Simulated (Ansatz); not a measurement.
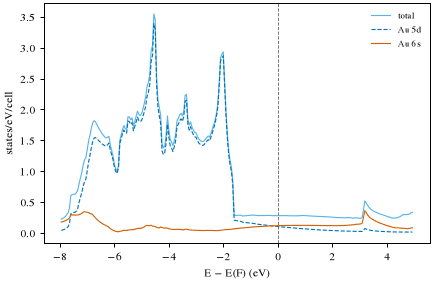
Total and projected density of states of Au (fcc (Cu type), Fm-3m), LDA in the plane-wave PAW code Ansatz

Problem. Which orbitals carry the states next to the Fermi level?

Solution. Within 0.5 eV of the Fermi level: Au 6s 42 %, Au 5d 37 %, outside the projected shells 21 %. Projections are on Löwdin-orthogonalised atomic valence shells; empty p or d shells of many metals are not among them.

Problem. Where is the tallest occupied peak in this window, and what makes it?

Solution. Near -4.5 eV, about 3.5 states/eV per cell; the largest projected share is Au 5d.

Symmetry was held in the LDA relaxation. Scalar-relativistic: spin–orbit coupling is off unless named, which matters more the heavier the elements.

Potentials: the earlier of the program's two PAW sets. The files were generated under PBE; for other functionals the program regenerates the frozen cores, and for LDA and PBEsol the local potential too.
